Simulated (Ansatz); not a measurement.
# SiAsNH6 (SMILES N[AsH][SiH3]) at 6 levels

Wanted: a comparison of 6 runs (HF/STO-3G, B3LYP/6-31G*, PBE/def2-SVP, revPBE/def2-SVP, MP2/def2-SVP, CCSD/def2-SVP) of SiAsNH6. 

The results are computed with Ansatz 0.2.0.

72 further runs of the same task are left out: 72 set aside as unsound or not needed.

**1. Starting point**

SiAsNH6: 9 atoms, total charge 0, spin state singlet. As SMILES, `N[AsH][SiH3]`. The N1–H5 distance was set to 2.224 Å, away from the relaxed value. At this shape a bond of the SMILES string is far longer than usual.

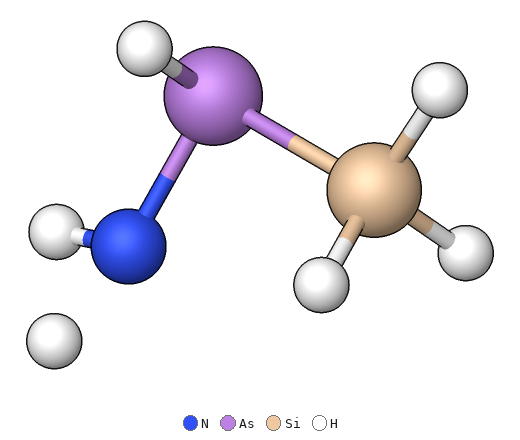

Viewed from a chosen angle; nitrogen blue, arsenic purple, silicon light orange, hydrogen white.

**2. A single-point energy at HF/STO-3G (run 1)**

Input file in.yaml:

```yaml
crystal:
  periodic: [false, false, false]
  atoms:
    - {symbol: "N", position_ang: [-0.592050, 0.208630, -2.121579]}
    - {symbol: As, position_ang: [1.244150, -0.072270, -1.964879]}
    - {symbol: Si, position_ang: [1.066350, -1.575070, -0.147379]}
    - {symbol: H, position_ang: [-0.794650, 0.781030, -2.930279]}
    - {symbol: H, position_ang: [-1.525300, 1.144300, -0.332300]}
    - {symbol: H, position_ang: [1.653150, 1.082230, -1.035779]}
    - {symbol: H, position_ang: [2.398550, -1.704370, 0.501921]}
    - {symbol: H, position_ang: [0.632950, -2.903670, -0.649279]}
    - {symbol: H, position_ang: [0.077850, -1.090070, 0.854621]}
basis:
  gaussian:
    orbitals: STO-3G
accuracy: high
output: {orbitals: {seedname: orbitals}}
hamiltonian:
  xc: hf
```

On the command line:

```sh
$ ansatz run in.yaml --threads 1 --pin off --max-ram 3480MiB --events-out events.jsonl --progress --plain --runs-dir runs
```

The log of the run:

```text
Warning: RAYON_NUM_THREADS=1 ignored (pool sized by the plan → 1); use --threads N
Functional definition: HF
  name "HF"
  exchange = exact_x
  correlation = 0
649 factors; integrals over basis functions are off by at most 4.2e-9 eV
mean field evaluation 1: about -69437.1643 eV, gradient 1.5e1 eV
mean field evaluation 2: about -69437.2267 eV, gradient 1.5e1 eV
mean field evaluation 4: about -69438.2934 eV, gradient 3.1e0 eV
mean field evaluation 8: about -69438.3711 eV, gradient 1.1e-1 eV
mean field evaluation 16: about -69438.3707 eV, gradient 2.7e-8 eV
mean field -69438.37068880 eV, -2551.8130557954 hartree, gradient 2.7e-8 eV, S^2 0.000000; 0 other end points of the search recorded, 0 dependent functions left out
reference -69438.37068880 eV, -2551.8130557954 hartree; 30, 30 occupied and 8, 8 virtual orbitals, 649 factors
Total energy: -69438.37068880 eV, -2551.8130557954 hartree
```

Run time: 0.22 s. Hardware: 1 thread of AMD EPYC 9R45 (Zen 5), shared host.

**3. The energy at B3LYP/6-31G(d) (Cartesian functions) (run 2)**

Input file molecule.yaml:

```yaml
crystal:
  periodic: [false, false, false]
  atoms:
    - {symbol: N, position_ang: [-0.592050, 0.208630, -2.121579]}
    - {symbol: As, position_ang: [1.244150, -0.072270, -1.964879]}
    - {symbol: Si, position_ang: [1.066350, -1.575070, -0.147379]}
    - {symbol: H, position_ang: [-0.794650, 0.781030, -2.930279]}
    - {symbol: H, position_ang: [-1.525300, 1.144300, -0.332300]}
    - {symbol: H, position_ang: [1.653150, 1.082230, -1.035779]}
    - {symbol: H, position_ang: [2.398550, -1.704370, 0.501921]}
    - {symbol: H, position_ang: [0.632950, -2.903670, -0.649279]}
    - {symbol: H, position_ang: [0.077850, -1.090070, 0.854621]}
basis:
  gaussian:
    orbitals: "6-31G*"
hamiltonian:
  xc: {name: B3LYP}
accuracy: high
output: {orbitals: {seedname: orbitals}}
```

On the command line:

```sh
$ ansatz run molecule.yaml --threads 1 --pin off --max-ram 3480MiB --events-out events.jsonl --progress --plain --runs-dir runs
```

The log of the run:

```text
Warning: RAYON_NUM_THREADS=1 ignored (pool sized by the plan → 1); use --threads N
Functional definition: B3LYP
  name "B3LYP"
  parameter a0 = 0.2
  parameter ax = 0.72
  parameter ac = 0.81
  exchange = (1 - a0 - ax)*slater_x + ax*b88_x + a0*exact_x
  correlation = (1 - ac)*vwn_rpa_c + ac*lyp_c
1716 factors; integrals over basis functions are off by at most 4.6e-9 eV
mean field evaluation 1: about -70283.6436 eV, gradient 6.3e1 eV
mean field evaluation 2: about -70230.3713 eV, gradient 1.3e2 eV
mean field evaluation 4: about -70290.6708 eV, gradient 2.5e1 eV
mean field evaluation 8: about -70294.9853 eV, gradient 1.2e0 eV
mean field evaluation 16: about -70295.1039 eV, gradient 1.2e-3 eV
mean field -70295.10385615 eV, -2583.2974189807 hartree, gradient 2.9e-8 eV, S^2 0.000000; 0 other end points of the search recorded, 0 dependent functions left out
reference -70295.10389809 eV, -2583.2974205219 hartree; 30, 30 occupied and 51, 51 virtual orbitals, 1716 factors
Total energy: -70295.10389809 eV, -2583.2974205219 hartree
```

Run time: 2.9 s. Hardware: 1 thread of AMD EPYC 9R45 (Zen 5), shared host; peak memory 0.3 GiB.

Runs 3 to 4 aren't shown in full; the table further down has their settings and results.

**4. A single-point energy at MP2/def2-SVP (run 5)**

Input file job.yaml:

```yaml
crystal:
  periodic: [false, false, false]
  atoms:
    - symbol: "N"
      position_ang: [-0.592050, 0.208630, -2.121579]
    - symbol: As
      position_ang: [1.244150, -0.072270, -1.964879]
    - symbol: Si
      position_ang: [1.066350, -1.575070, -0.147379]
    - symbol: H
      position_ang: [-0.794650, 0.781030, -2.930279]
    - symbol: H
      position_ang: [-1.525300, 1.144300, -0.332300]
    - symbol: H
      position_ang: [1.653150, 1.082230, -1.035779]
    - symbol: H
      position_ang: [2.398550, -1.704370, 0.501921]
    - symbol: H
      position_ang: [0.632950, -2.903670, -0.649279]
    - symbol: H
      position_ang: [0.077850, -1.090070, 0.854621]
basis:
  gaussian:
    orbitals: def2-SVP
correlation:
  method: mp2
  frozen_orbitals: {As: 9, H: 0, "N": 1, Si: 5}
accuracy: high
```

On the command line:

```sh
$ ansatz run job.yaml --threads 1 --pin off --max-ram 3480MiB --events-out events.jsonl --progress --plain --runs-dir runs
```

The log of the run, shortened:

```text
Warning: RAYON_NUM_THREADS=1 ignored (pool sized by the plan → 1); use --threads N
[... 2 set-up lines as earlier in the session ...]
[...]
2049 factors; integrals over basis functions are off by at most 8.3e-9 eV
[...]
mean field -70216.92047613 eV, -2580.4242327597 hartree, gradient 1.1e-8 eV, S^2 0.000000; 0 other end points of the search recorded, 0 dependent functions left out; unrestricted orbitals would lower it
unrestricted determinant -70219.47567456 eV, -2580.5181345699 hartree, S^2 0.9557
15 core orbitals not correlated: weight in the atoms' cores, before any rotation towards them, 1.000 or more for the frozen orbitals, at most 0.000 for the correlated occupied ones
reference -70216.92047613 eV, -2580.4242327597 hartree; 15, 15 occupied and 64, 64 virtual orbitals, 2049 factors
second order -15.08431690 eV of doubles, -0.00000000 eV of singles
Total energy: -70232.00479303 eV, -2580.9785711812 hartree
```

It took 2.7 s on 1 thread of AMD EPYC 9R45 (Zen 5), shared host; peak memory 0.37 GiB.

**5. The energy at CCSD/def2-SVP (run 6)**

Input file input.yaml:

```yaml
crystal:
  periodic: [false, false, false]
  atoms:
    - {symbol: "N", position_ang: [-0.592050, 0.208630, -2.121579]}
    - {symbol: As, position_ang: [1.244150, -0.072270, -1.964879]}
    - {symbol: Si, position_ang: [1.066350, -1.575070, -0.147379]}
    - {symbol: H, position_ang: [-0.794650, 0.781030, -2.930279]}
    - {symbol: H, position_ang: [-1.525300, 1.144300, -0.332300]}
    - {symbol: H, position_ang: [1.653150, 1.082230, -1.035779]}
    - {symbol: H, position_ang: [2.398550, -1.704370, 0.501921]}
    - {symbol: H, position_ang: [0.632950, -2.903670, -0.649279]}
    - {symbol: H, position_ang: [0.077850, -1.090070, 0.854621]}
basis:
  gaussian: {orbitals: def2-SVP}
correlation: {method: ccsd, frozen_orbitals: {As: 9, H: 0, "N": 1, Si: 5}}
accuracy: high
scf: {omitted_lower_state_checks: [cluster_reference, increment]}
```

On the command line:

```sh
$ ansatz run input.yaml --threads 1 --pin off --max-ram 3480MiB --events-out events.jsonl --progress --plain --runs-dir runs
```

The log of the run:

```text
Warning: RAYON_NUM_THREADS=1 ignored (pool sized by the plan → 1); use --threads N
[... 13 lines left out ...]
15 core orbitals not correlated: weight in the atoms' cores, before any rotation towards them, 1.000 or more for the frozen orbitals, at most 0.000 for the correlated occupied ones
[... 35 lines left out ...]
Total energy: -70233.52900803 eV, -2581.0345850491 hartree
Checks for a lower state left out: cluster_reference, increment
```

Run time: 11 s. Hardware: 1 thread of AMD EPYC 9R45 (Zen 5), shared host; peak memory 0.56 GiB.

**6. Overview of the runs**

```tsv
run	level	Cartesian functions	frozen core orbitals	energy (Eh)	HOMO energy (eV)	LUMO energy (eV)	HOMO–LUMO gap (eV)	wall time
1	HF/STO-3G	no	–	-2551.813056	-5.72	3.14	8.86	0.22 s
2	B3LYP/6-31G* (Cartesian functions)	yes	–	-2583.297421	-6.76	-3.82	2.94	2.9 s
3	PBE/def2-SVP	no	–	-2582.576028	-5.71	-4.47	1.23	2.6 s
4	revPBE/def2-SVP	no	–	-2582.886780	-5.70	-4.45	1.24	2.6 s
5	MP2/def2-SVP	no	15	-2580.978571	–	–	–	2.7 s
6	CCSD/def2-SVP	no	15	-2581.034585	–	–	–	11 s
```

**7. Summary of results**

| quantity | value |
| --- | --- |
| run 6: total energy | -2581.03459 Eh |
| run 6: correlation energy (15 core orbitals frozen) | -610.4 mEh |
| run 6: T1 diagnostic | 0.024 |

Over runs 1, 2, 3, 4 the HOMO–LUMO gap runs from 1.23 eV (PBE/def2-SVP) to 8.86 eV (HF/STO-3G). The two ends differ in method and basis. Totals of different functionals can't be ranked against each other. In runs 5, 6 the log says that unrestricted orbitals would lower the reference, so the values rest on an unstable closed-shell determinant (other closed-shell runs at this shape may share the fault). In run 1 the basis is minimal, so the values are rough. In runs 1, 2, 3, 4, 5, 6 a closed-shell determinant meets a far-stretched bond, which it describes badly. All runs together took 22 s, the longest 11 s.
